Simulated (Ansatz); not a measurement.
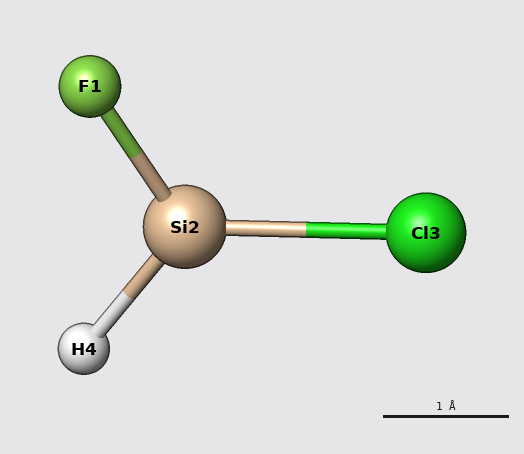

Orthographic view with a scale bar. Charge +1, singlet. The computed structure is the end point of a PBE0-D4/def2-TZVP optimisation. No frequency run is at hand to confirm it as a minimum.

Write Cartesian coordinates in Å in the frame of the picture: x to the right, y up, z towards the viewer, origin at the mean of the atomic positions.

```xyz
4
ClFHSi
F   -0.85   1.10   0.70
Si  -0.09  -0.02  -0.02
Cl   1.84  -0.07   0.08
H   -0.90  -1.00  -0.76
```
